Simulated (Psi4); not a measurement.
# BF2 (SMILES F[B]F) at UM06-2X/cc-pVTZ

Aim: the energy change on altering one bond length of BF2 at UM06-2X/cc-pVTZ, from 2 runs. 

Program for the calculation: Psi4 1.11.

1 further run of the same task is left out (set aside as unsound or not needed).

### Step 1. Starting point

BF2: 3 atoms, total charge 0, spin state doublet. SMILES: `F[B]F`. The shape is that of a PBE0-D4/def2-TZVP optimisation.

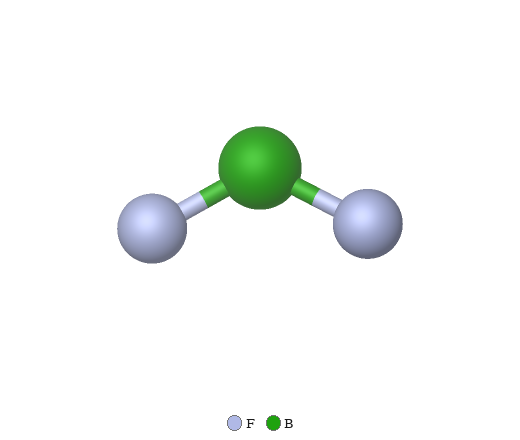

Viewed from a chosen angle; fluorine light blue, boron green.

### Step 2. Energy and forces at UM06-2X/cc-pVTZ

bf2.dat

```
memory 1600 mb

molecule geom {
  0 2
  F      0.96961847    -1.97344099     0.30235618
  B      0.52723359     0.45447913     0.34260735
  F     -1.51726111     1.39631863    -0.67009688
  units au
  symmetry c1
  no_reorient
  no_com
}

set basis cc-pVTZ
set reference uks
set puream true
set e_convergence 1e-09
set d_convergence 1e-08
set scf_type pk
set dft_radial_points 99
set dft_spherical_points 590
set maxiter 200

e_tot, wfn = gradient("m06-2x", return_wfn=True)
oeprop(wfn, "DIPOLE", "QUADRUPOLE", "LOWDIN_CHARGES", title="M06-2X")
```

Command:

```sh
$ psi4 -i bf2.dat -o bf2.out -n 1
```

bf2.out:

```text
[...]
  Running in c1 symmetry.
[...]
  Nuclear repulsion =   55.302284354231013
[...]
  Multiplicity = 2
[...]
  Nalpha       = 12
  Nbeta        = 11
[...]
    Number of basis functions: 90
[...]
   @UKS iter   1:  -224.54831778964200   -5.74220e-01   4.41914e-03 DIIS/ADIIS
[...]
   @UKS iter  12:  -224.59314257311749   -1.13687e-12   2.29960e-09 DIIS
[...]
   @S^2 Observed:                7.523451857E-01
[...]
    Orbital Energies [Eh]
    ---------------------
    Alpha Occupied:
       1A    -25.285040     2A    -25.285022     3A     -7.185114
       4A     -1.413675     5A     -1.387342     6A     -0.705640
       7A     -0.661804     8A     -0.619234     9A     -0.613082
      10A     -0.556834    11A     -0.550682    12A     -0.307564
    Alpha Virtual:
      13A      0.013129    14A      0.134700    15A      0.145171
      16A      0.211543    17A      0.213490    18A      0.370734
      19A      0.400641    20A      0.450085    21A      0.524159
      22A      0.544574    23A      0.549954    24A      0.645558
      25A      0.862607    26A      0.877877    27A      0.888099
[...]
  @UKS Final Energy:  -224.59314257311749
   => Energetics <=
    Nuclear Repulsion Energy =             55.3022843542310127
    One-Electron Energy =                -421.1314291407092014
    Two-Electron Energy =                 153.2007835628234602
    DFT Exchange-Correlation Energy =     -11.9647813494627666
    Empirical Dispersion Energy =           0.0000000000000000
    VV10 Nonlocal Energy =                  0.0000000000000000
    Total Energy =                       -224.5931425731174897
[...]
  -Total Gradient:
     Atom            X                  Y                   Z
    ------   -----------------  -----------------  -----------------
       1        0.001143119575    -0.001381642346     0.000466508818
       2       -0.000073876542    -0.000114016527    -0.000053859018
       3       -0.001029210465     0.001532634665    -0.000386357545
[...]
 Multipole Moments:
 ------------------------------------------------------------------------------------
     Multipole            Electronic (a.u.)      Nuclear  (a.u.)        Total (a.u.)
 ------------------------------------------------------------------------------------
 L = 1.  Multiply by 2.5417464519 to convert [e a0] to [Debye]
 Dipole X            :          2.4045866           -2.2926158            0.1119708
 Dipole Y            :          3.0254515           -2.9217056            0.1037459
 Dipole Z            :          1.6702067           -1.5966296            0.0735771
 Magnitude           :                                                    0.1694528
 L = 2.  Multiply by 1.3450342976 to convert [e a0^2] to [Debye ang]
 Quadrupole XX       :        -42.4495019           30.5700476          -11.8794544
 Quadrupole XY       :         35.7262672          -35.0904998            0.6357674
[...]
```

Run time: 27 s. Hardware: 1 thread of Intel Xeon Platinum 8488C (Sapphire Rapids), shared host; peak memory 0.83 GiB.

### Step 3. The distorted shape: the energy at UM06-2X/cc-pVTZ

calc.inp

```
memory 1600 mb

molecule molecule1 {
  0 2
  F      0.583336    -1.429774     0.153609
  B      0.279000     0.240500     0.181300
  F     -0.802900     0.738900    -0.354600
  symmetry c1
  no_reorient
  no_com
}

set basis cc-pVTZ
set reference uks
set puream true
set e_convergence 1e-09
set d_convergence 1e-08
set scf_type pk
set dft_radial_points 99
set dft_spherical_points 590
set maxiter 200

E, wfn = energy("m06-2x", return_wfn=True)
```

Command:

```sh
$ psi4 calc.inp calc.out -n 1
```

calc.out:

```text
[...]
  Running in c1 symmetry.
[...]
  Nuclear repulsion =   48.593030245616106
[...]
  Multiplicity = 2
[...]
  Nalpha       = 12
  Nbeta        = 11
[...]
    Number of basis functions: 90
[...]
   @UKS iter   1:  -224.45617692215995   -7.66406e-01   5.10763e-03 DIIS/ADIIS
[...]
   @UKS iter  13:  -224.52985011056083   -5.42855e-12   7.86983e-09 DIIS
[...]
   @S^2 Observed:                7.536092342E-01
[...]
    Orbital Energies [Eh]
    ---------------------
    Alpha Occupied:
       1A    -25.331658     2A    -25.218747     3A     -7.248129
       4A     -1.440401     5A     -1.273060     6A     -0.724652
       7A     -0.634984     8A     -0.624855     9A     -0.563304
      10A     -0.486611    11A     -0.485294    12A     -0.354589
    Alpha Virtual:
      13A     -0.038577    14A      0.078835    15A      0.119025
      16A      0.201536    17A      0.204972    18A      0.243788
      19A      0.358127    20A      0.427187    21A      0.443234
      22A      0.518932    23A      0.560618    24A      0.602470
      25A      0.854099    26A      0.868071    27A      0.870913
[...]
  @UKS Final Energy:  -224.52985011056083
   => Energetics <=
    Nuclear Repulsion Energy =             48.5930302456161058
    One-Electron Energy =                -408.0828422580611914
    Two-Electron Energy =                 146.8652960020162936
    DFT Exchange-Correlation Energy =     -11.9053341001320163
    Empirical Dispersion Energy =           0.0000000000000000
    VV10 Nonlocal Energy =                  0.0000000000000000
    Total Energy =                       -224.5298501105608295
[...]
 Multipole Moments:
 ------------------------------------------------------------------------------------
     Multipole            Electronic (a.u.)      Nuclear  (a.u.)        Total (a.u.)
 ------------------------------------------------------------------------------------
 L = 1.  Multiply by 2.5417464519 to convert [e a0] to [Debye]
 Dipole X            :          1.0098391           -1.0980745           -0.0882354
 Dipole Y            :         10.3420851           -9.4776682            0.8644170
 Dipole Z            :          1.7576875           -1.7053248            0.0523627
 Magnitude           :                                                    0.8704850
[...]
```

Run time: 21 s. Hardware: 1 thread of Intel Xeon Platinum 8488C (Sapphire Rapids), shared host; peak memory 0.81 GiB.

### Step 4. Summary of results

Level: UM06-2X/cc-pVTZ.

```
                                                         quantity          value
                                        first shape: total energy  -224.59314 Eh
                                       first shape: dipole moment         0.43 D
                  first shape: HOMO energy (highest over α and β)       -8.37 eV
                   first shape: LUMO energy (lowest over α and β)       -2.97 eV
                                                first shape: ⟨S²⟩          0.752
                            first shape: largest force on an atom     0.097 eV/Å
                                    distorted shape: total energy  -224.52985 Eh
                                   distorted shape: dipole moment         2.21 D
              distorted shape: HOMO energy (highest over α and β)       -9.65 eV
               distorted shape: LUMO energy (lowest over α and β)       -3.56 eV
                                            distorted shape: ⟨S²⟩          0.754
energy change with the F1–B2 bond stretched from 1.306 to 1.698 Å       1.722 eV
```

**Reading.** With the F1–B2 bond stretched from 1.306 to 1.698 Å the energy rises by 1.72 eV (40 kcal/mol). The first shape isn't relaxed at this level, so the change isn't measured from a minimum.
